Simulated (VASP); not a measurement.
Band structure of Ni3Fe (L1_2). These are PBE GGA, VASP's PBE PAW potentials (set 64) (plane waves; VASP) values and carry that method's errors.

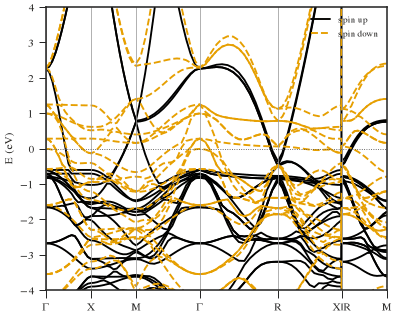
*Bands along high-symmetry lines, zero at the valence-band maximum or, without a gap, the Fermi level*

**Question.** Read the plot: is there a gap, and where are the band edges?

**Answer.** It has no gap at this level: it comes out as a metal or semimetal. (Edges off the drawn lines would not show.)

The compound is Ni3Fe in the L1_2 structure. It was relaxed first.
